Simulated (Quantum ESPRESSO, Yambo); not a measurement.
# SnO2 (Cassiterite): G0W0 on several meshes in Yambo, part 2 of 2

Aim: the GW shift of SnO2 (Cassiterite) against the k mesh.

Quantum ESPRESSO 7.5 and Yambo 5.3.0; PBE and many-body steps on it, plane waves. Known limits of the many-body steps: not at the basis limit; no spin-orbit coupling; coarse k mesh.

So far. Step 5 (Empty states on the mesh, 2×2×4 mesh, 88 bands): On this mesh the gap is 1.289 eV. Step 7 (2×2×4): Against G0W0 in Yambo (2×2×2 mesh, 88 bands, screening to 115.6 eV, Godby-Needs plasmon pole), the gap moves by +0.153 eV.

### Step 8. Empty states on the mesh, 4×4×6 mesh, 88 bands

This step: Quantum ESPRESSO 7.5; DFT, PBE, plane waves, norm-conserving pseudopotentials.

Input file pw.in:

```
&control
  calculation = 'nscf'
  prefix = 'x'
  outdir = 'o'
  pseudo_dir = 'pseudo'
/
&system
  ibrav = 0
  nat = 6
  ntyp = 2
  ecutwfc = 84.0
  nbnd = 88
  force_symmorphic = .true.
/
&electrons
  conv_thr = 1e-9
  electron_maxstep = 80
  diago_full_acc = .true.
  diago_thr_init = 5e-6
/
ATOMIC_SPECIES
  Sn 118.71 Sn.upf
  O 15.999 O.upf
CELL_PARAMETERS angstrom
  4.7380000000 0.0000000000 0.0000000000
  0.0000000000 4.7380000000 0.0000000000
  0.0000000000 0.0000000000 3.1865000000
ATOMIC_POSITIONS crystal
  Sn 0.0000000000 0.0000000000 0.0000000000
  Sn 0.5000000000 0.5000000000 0.5000000000
  O 0.3071000000 0.3071000000 0.0000000000
  O 0.1929000000 0.8071000000 0.5000000000
  O 0.6929000000 0.6929000000 0.0000000000
  O 0.8071000000 0.1929000000 0.5000000000
K_POINTS automatic
  4 4 6 0 0 0
```

Run with:

```console
OMP_NUM_THREADS=1 mpirun -n 8 pw.x -nk 4 -in pw.in > pw.out
```

The log of the run:

```text
[banner, memory and clock lines left out]
Program PWSCF v.7.5 starts

     Atomic positions and unit cell read from directory:
     o/x.save/

     Message from routine setup:
     using ibrav=0 with symmetry is DISCOURAGED, use correct ibrav instead

     bravais-lattice index     =            0
     lattice parameter (alat)  =       8.9535  a.u.
     unit-cell volume          =     482.7259 (a.u.)^3
     number of atoms/cell      =            6
     number of atomic types    =            2
     number of electrons       =        68.00
[...]
k = 0.0000 0.0000 0.2478 (  6277 PWs)   bands (ev):

  -116.6530-116.6530 -72.4821 -72.4821 -72.4386 -72.4386 -72.4354 -72.4352
[...]
k = 0.0000 0.0000 0.4956 (  6270 PWs)   bands (ev):

  -116.6529-116.6528 -72.4819 -72.4819 -72.4385 -72.4385 -72.4376 -72.4374
[...]
44.1950  45.6552  46.3481  46.3481  47.8520  48.2856  48.8976  48.8976
    50.1639  50.1812  50.1812  51.2815  52.5337  52.5337  53.6622  53.8348

          k = 0.0000 0.0000-0.7434 (  6274 PWs)   bands (ev):

     [... further k-points ...]

     highest occupied, lowest unoccupied level (ev):    11.2481   12.5370

     XML data file, pseudopotentials, collected wavefunctions
```

Elapsed: 14 s, on 8 MPI ranks of Arm Neoverse V2, shared host; peak memory 0.58 GiB; 1.8 min of CPU time.

This step gave:

* gap: 1.289 eV
* k of the valence top: 0, 0, 0
* k of the conduction bottom: 0, 0, 0
* least direct gap: 1.289 eV
* k points computed: 28
* lowest point of the top converged band, above the valence top: 40.42 eV

On this mesh the gap is 1.289 eV.

### Step 9. Conversion and set-up

This step: Yambo 5.3.0; conversion and set-up on PBE, plane waves, norm-conserving pseudopotentials.

Run with:

```console
(cd o/x.save; p2y > p2y.log; mv SAVE ../..); yambo > setup.log
```

The log of the run:

```text
 Yambo, version 5.3.0

 [02] CORE Variables Setup
 =========================

  [02.01] Unit cells
  ==================

  Cell kind             :  Unknown
  Atoms in the cell     :  Sn  O
  number of Sn atoms    :  2
  number of O  atoms    :   4

  List of atomic masses
  Mass of Sn    :  118.7100
  Mass of O     :  15.99900

  List of atomic coordinates    : [cc]
  Sn1       :  0.000000  0.000000  0.000000  order 1
  Sn2       :  4.476761  4.476761  3.010806  order 2
  O1       :  2.749627  2.749627  0.000000  order 3
  O2       :  1.727134  7.226388  3.010806  order 4
[...]
K/Q-points units:
 rlu = crystal or reduced units; cc = cartesian coordinates; iku = interal k-units

 Q [ 1]         [rlu]:  0.000000  0.000000  0.000000
 Q [ 2]         [rlu]:  0.000000  0.000000  0.166667
 Q [ 3]         [rlu]:  0.000000  0.000000  0.333333
[...]
Q [ 8]         [rlu]:  0.000000  0.250000 -0.500000
 Q [ 9]         [rlu]:  0.000000 -0.500000  0.000000
 Q [10]         [rlu]:  0.000000 -0.500000  0.166667
     [... 16 further rows ...]
 Q [27]         [rlu]: -0.250000  0.250000 -0.333333
 Q [28]         [rlu]: -0.250000  0.250000  0.500000

  [03.01] X indexes
  =================

   [03.01.01] Sigma indexes
   ========================

 [06] Game Over & Game summary
```

It took 3 s on 1 MPI rank; peak memory 0.26 GiB.

### Step 10. 4×4×6

This step: G0W0 on PBE, plane waves, norm-conserving pseudopotentials.

Input file gw15.in:

```
HF_and_locXC
gw0
dyson
ppa
em1d
rim_cut
RandQpts= 1000000
RandGvec= 1 RL
EXXRLvcs= 84 Ry
VXCRLvcs= 336 Ry
Chimod= "HARTREE"
% BndsRnXp
 1 | 88 |
%
NGsBlkXp= 8.5 Ry
% LongDrXp
 1 | 1 | 1 |
%
% GbndRnge
 1 | 88 |
%
DysSolver= "n"
ExtendOut
PPAPntXp= 27.21138 eV
% QPkrange
 1 | 1 | 33 | 36 |
%
```

Run with:

```console
OMP_NUM_THREADS=2 mpirun -n 4 yambo -F gw15.in -J gw15 -C gw15 > gw15.log
```

The log of the run:

```text
 Yambo, version 5.3.0

 [02] CORE Variables Setup
 =========================

  [... cell, symmetries and grids as in the set-up ...]

  [02.05] Energies & Occupations
  ==============================

  [X] === General ===
  [X] Electronic Temperature                        :  0.000000  0.000000 [eV K]
  [X] Bosonic    Temperature                        :  0.000000  0.000000 [eV K]
  [X] Finite Temperature mode                       : no
  [X] El. density                                   :  0.95062E+24 [cm-3]
[...]
Sx RL components                                 :   6281

   QP @ state[ 1 ] K range                          :  1  1
   QP @ state[ 1 ] b range                          :   33   36
   GF energies kind                                 : Perdew, Burke & Ernzerhof(X)+Perdew, Burke & Ernzerhof(C)
   GF WF`s kind                                     : Perdew, Burke & Ernzerhof(X)+Perdew, Burke & Ernzerhof(C)
   Xs energies kind                                 : Perdew, Burke & Ernzerhof(X)+Perdew, Burke & Ernzerhof(C)
   Xs WF`s kind                                     : Perdew, Burke & Ernzerhof(X)+Perdew, Burke & Ernzerhof(C)

 [11] Game Over & Game summary
```

Run time: 3.2 min. Hardware: 4 MPI ranks; peak memory 4.9 GiB.

Numbers from this step:

| Item | Value |
| --- | --- |
| G0W0 gap on the points computed | 2.785 eV |
| starting gap on the mesh | 1.289 eV |
| k of the valence top | 0, 0, 0 |
| k of the conduction bottom | 0, 0, 0 |
| least direct G0W0 gap on the computed points | 2.785 eV |

Against G0W0 in Yambo (2×2×2 mesh, 88 bands, screening to 115.6 eV, Godby-Needs plasmon pole), the gap moves by +0.238 eV.

### Step 11. Side by side

Times are wall times on 4 MPI ranks of Arm Neoverse V2, shared host, good to a factor of about two.

```csv
run,mesh,bands,screening cutoff (eV),DFT gap (eV),gap on the mesh (eV),direct (eV),time
2×2×2,2×2×2,88,115.6,1.289,2.547,2.547,7.4 s
2×2×4,2×2×4,88,115.6,1.289,2.700,2.700,15 s
4×4×6,4×4×6,88,115.6,1.289,2.785,2.785,3.2 min
```

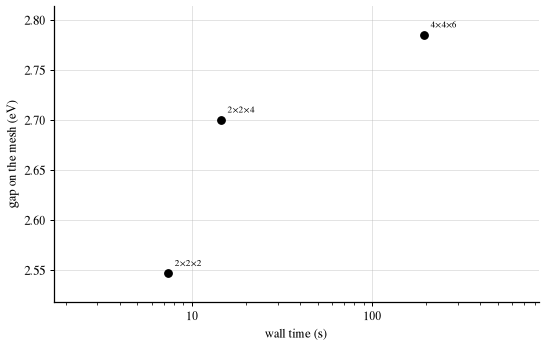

Result against wall time.

### Step 12. Summary of results

- 2×2×2: 2.547 eV
- 2×2×4: 2.700 eV
- 4×4×6: 2.785 eV
- known limits: not at the basis limit; no spin-orbit coupling; coarse k mesh

**Reading.** 2×2×4: +0.153 eV against 2×2×2. 4×4×6: +0.238 eV against 2×2×2. Bands and cutoff are finite, so the gap is not at the basis limit. The miss can reach some tenths of an eV and take either sign; the mesh is an error of its own. In the G0W0 runs levels were corrected at 1 k point alone, so a gap called «on the mesh» is the least over those, and an edge elsewhere would be missed. The 2×2×2 mesh is coarse for this cell, which bears on the long-range parts of exchange and screening. The many-body steps are scalar-relativistic: spin-orbit coupling is not in them.

[Paths, hosts, dates, memory and timing lines, banners, echoed tables and standing remarks are left out of the program output.]

[Logs are printed without paths, hosts, clocks, repeated set-up lines and the standing remarks that a program may print on its own settings, such as how far it seeks lower states.]

[Runs of the session that timed out or met a known fault of the program may be left out.]

[Hosts, paths, dates, database ids (printed as entryN), source tags and the programs' standing remarks are cut or masked in the printed files.]
